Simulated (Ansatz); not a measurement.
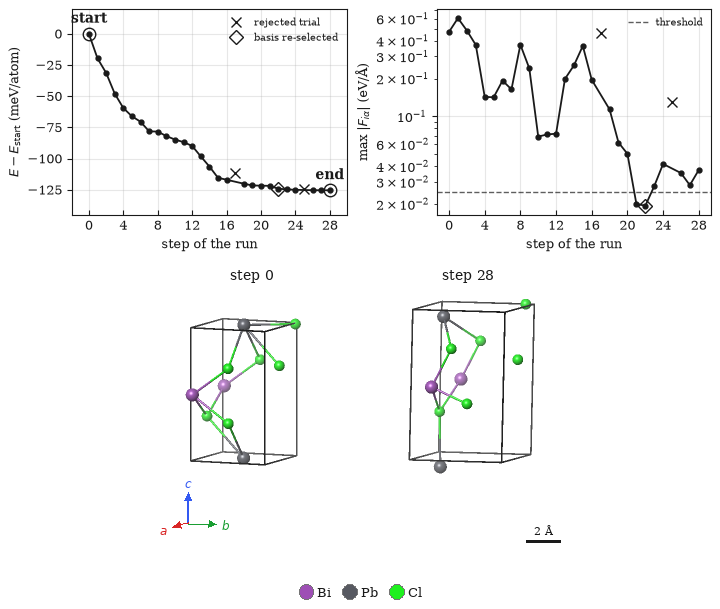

First and last geometry of a relaxation of a crystal of BiPbCl₅ (a generated structure, set up in P1) (coarse preliminary run), with the history of the run. Style: ball-and-stick. Shown: the cell of the calculation, slightly off an axis.

Level of theory: DFT PBE, scalar-relativistic, plane waves, PAW in Ansatz 0.2.0.

Input file:
```yaml
crystal:
  lattice:
    - [4.8075758814, -0.0031090188, -0.0123016398]
    - [-0.0031090188, 4.856969024, 0.003756906]
    - [-0.0210510622, 0.0064289691, 8.0751667692]
  atoms:
    - { symbol: Bi, position: [-0.0035034821, 1.0189458511, 0.4964022424] }
    - { symbol: Pb, position: [0.4840550319, 0.4932889232, 1.0002285696] }
    - { symbol: Cl, position: [-0.0099822277, 0.5046827993, 0.29383288] }
    - { symbol: Cl, position: [0.004985143, 0.5069305865, 0.7074466578] }
    - { symbol: Cl, position: [0.5134109933, 1.0095809249, 0.3038786672] }
    - { symbol: Cl, position: [0.501076621, 0.9815532061, 0.708902259] }
    - { symbol: Cl, position: [0.0099579206, -0.0149822911, -0.010691276] }
basis:
  ecutwfc: 420
kpoints:
  mp_grid: { grid: [4, 4, 2] }
hamiltonian:
  xc: pbe
scf:
  occupations: { method: gaussian, width: 0.1 }
  lower_state_search: "off"
output:
  forces: true
  stress: true
  eigenvalues: true
relax:
  adjacent_minimum: "off"
  f_tol: 0.025
  max_steps: 60
  cell: { stress_tol: 0.25 }
```

Command:
```bash
ansatz run input.yaml --threads 1 --pin off --max-ram 2560MiB --backend cpu --events-out ev --progress --plain --runs-dir out
```

**Read the history and describe the run.**

The run was cut off at its time limit before the relaxation converged, so the last structure is only a point on the way. The atom that moves furthest relative to the cell is Pb2 (2.03 Å roughly along [0 −3 −1]). By element the largest moves are Pb 2.03 Å, Bi 1.23 Å, Cl 1.06 Å. The volume changes by +27.4 %, with a 4.808 → 4.350 Å (−9.5 %), b 4.857 → 6.052 Å (+24.6 %), c 8.075 → 9.134 Å (+13.1 %), α 89.9° → 87.3°, β 90.3° → 90.0°, γ 90.1° → 90.5°. Some distances before and after: Pb2–Cl5 3.512 → 6.942 Å, Bi1–Cl4 3.013 → 5.261 Å, Pb2–Cl3 3.365 → 5.458 Å, Pb2–Cl6 3.339 → 5.409 Å. Bonds break: Bi1–Cl4 (3.01 → 5.26 Å). Among the angles between lasting bonds that change: Cl5–Bi1–Cl6 175.3° → 143.9°, Cl5–Bi1–Cl6 174.2° → 143.8°, Cl4–Bi1–Cl5 108.3° → 127.9°. The space group stays P1 (No. 1). After 25 accepted moves (28 points after the start) the energy has fallen by 125 meV per atom. The largest force component goes from 0.47 to 0.037 eV/Å. Pressure: −2.06 GPa at the start and −0.01 GPa at the end. The line search rejected the trial steps at points 17, 25 of the run. At 1 point the geometry stayed and the basis and grid were re-selected for the new cell (energy shift of 2.3 meV per atom at most each time).

```csv
step,"E − E(0), meV/atom","largest force component, eV/Å","pressure, GPa","volume, Å³/atom",note
0,0.00,0.4709,-2.06,26.937,
1,-19.72,0.6057,0.57,25.433,
2,-31.32,0.4824,0.41,25.533,
3,-47.94,0.3705,0.90,25.639,
4,-59.49,0.1431,0.74,26.171,
5,-66.12,0.1417,0.50,26.702,
6,-70.48,0.1925,0.66,27.294,
7,-78.19,0.1640,-0.23,28.808,
8,-78.37,0.3719,0.29,29.496,
9,-81.98,0.2411,0.53,30.643,
10,-84.75,0.0690,-0.10,30.297,
11,-86.83,0.0717,-0.01,30.415,
12,-89.88,0.0727,0.01,30.773,
13,-98.24,0.1988,0.35,31.217,
14,-106.36,0.2542,0.35,31.512,
15,-115.41,0.3637,0.28,31.340,
16,-116.96,0.1955,0.21,31.604,
17,-111.95,0.4596,0.29,32.781,rejected
18,-120.14,0.1136,-0.21,31.895,
19,-121.53,0.0618,0.07,31.840,
20,-121.72,0.0503,-0.14,32.284,
21,-121.84,0.0202,0.03,32.109,
22,-124.15,0.0193,0.16,32.109,"same geometry, new basis"
23,-124.66,0.0277,0.09,32.567,
24,-125.05,0.0418,0.01,33.246,
25,-124.19,0.1294,0.14,34.277,rejected
26,-125.35,0.0354,-0.03,33.813,
27,-125.42,0.0283,0.05,34.238,
28,-125.42,0.0374,-0.01,34.308,
```
